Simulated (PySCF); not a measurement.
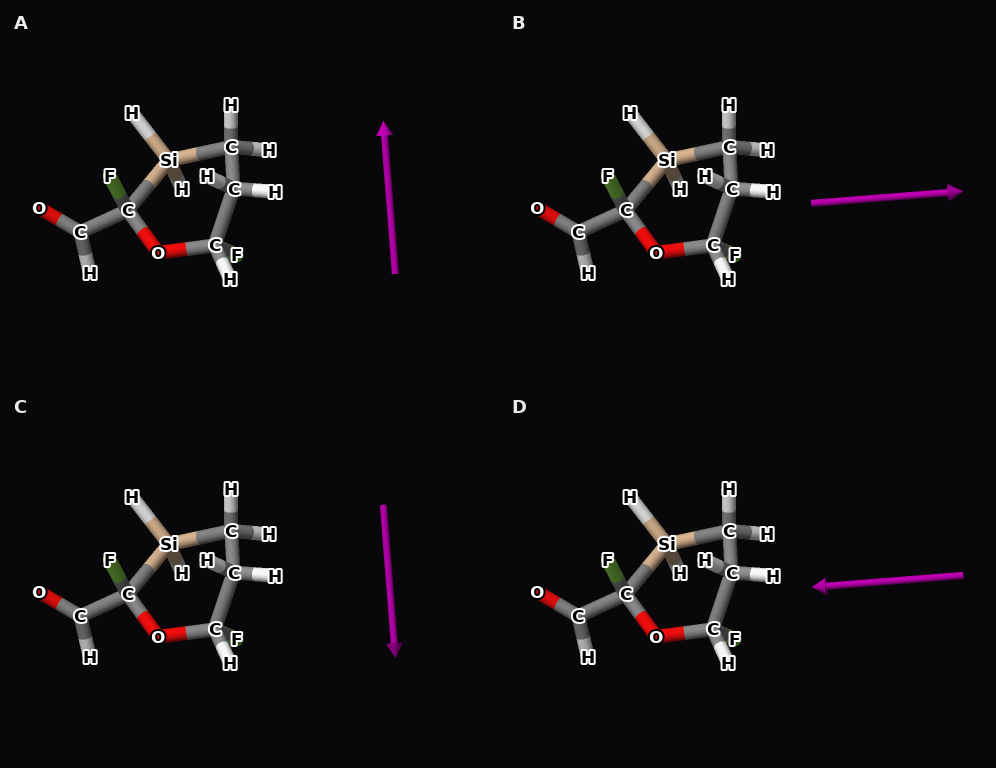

The same molecule four times, each with an arrow. Computed geometry: GFN2-xTB optimisation. No frequency run is at hand to confirm it as a minimum. Properties computed with PBE0/pcSseg-1, gas phase (PySCF 2.14.0).

Which arrow points along the dipole moment, from the negative to the positive end?

B. The dipole moment is 3.89 D.

The geometry is semi-empirical. Around Si such bond lengths and angles can be off by a tenth of an ångström or more and by several degrees, and values that hang on the shape move with them.
